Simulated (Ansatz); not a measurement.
Input

```
crystal:
  lattice:
    - [0.0, 5.1385021977, 5.1385021977]
    - [5.1385021977, 0.0, 5.1385021977]
    - [5.1385021977, 5.1385021977, 0.0]
  atoms:
    - { symbol: Ca, position: [0.5, 0.5, 0.5] }
    - { symbol: Sn, position: [0.0, 0.0, 0.0] }
    - { symbol: Cl, position: [0.762836919, 0.237163081, 0.237163081] }
    - { symbol: Cl, position: [0.237163081, 0.762836919, 0.762836919] }
    - { symbol: Cl, position: [0.237163081, 0.762836919, 0.237163081] }
    - { symbol: Cl, position: [0.762836919, 0.237163081, 0.762836919] }
    - { symbol: Cl, position: [0.237163081, 0.237163081, 0.762836919] }
    - { symbol: Cl, position: [0.762836919, 0.762836919, 0.237163081] }
kpoints:
  mp_grid: { grid: [4, 4, 4] }
hamiltonian:
  xc: r2scan
  dispersion: rvv10
scf:
  occupations: { method: fermi_dirac, width: 0.03 }
relax:
  f_tol: 0.01
  cell: {}
  max_steps: 120
output:
  write_density: true
  write_potential: true
  elf: true
  volumetric_format: npy
```

Run with:

```sh
ansatz run input.yaml --threads 4 --pin off --max-ram 4608MiB --backend cpu --events-out ev --progress --plain --runs-dir out
```

Below, planes, directions and counts refer to the conventional cell (a = 10.28 Å, b = 10.28 Å, c = 10.28 Å, α = 90.00°, β = 90.00°, γ = 90.00°).

The fields are those of the run's last geometry, not of the input's.

Space group Fm-3m; a structure from a database of computed crystals, not necessarily the ambient phase; started from the MgZrF6-225 prototype, which need not be the ambient phase.

Level of theory: DFT, r2SCAN+rVV10, plane waves, PAW in Ansatz.

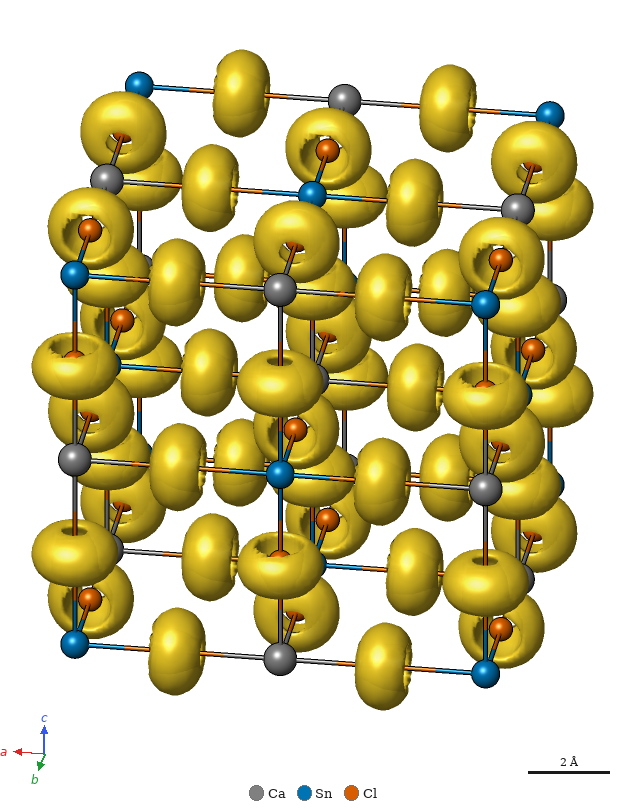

CaSnCl$_{6}$. Isosurface of the ELF at 0.85 (yellow), seen at an oblique angle. Only the valence region is drawn (cores and ρ < 0.01 e/Å³ removed). Sticks mark near contacts.

What do the ELF domains correspond to?

At this value the surface marks out 24 regions wrapped around Cl (the valence shell of each), counted in one cell of 32 atoms. Regions shared between cells count once.

Values along the shortest contacts:
Sn–Cl (2.43 Å): the ELF peaks at about 0.85 in the valence shell of Cl, 0.8 Å from its nucleus, and is about 0.45 at the midpoint. Ca–Cl (2.71 Å): the ELF peaks at about 0.85 in the valence shell of Cl, 0.8 Å from its nucleus, and is about 0.15 at the midpoint; an ionic contact with no shared pair.
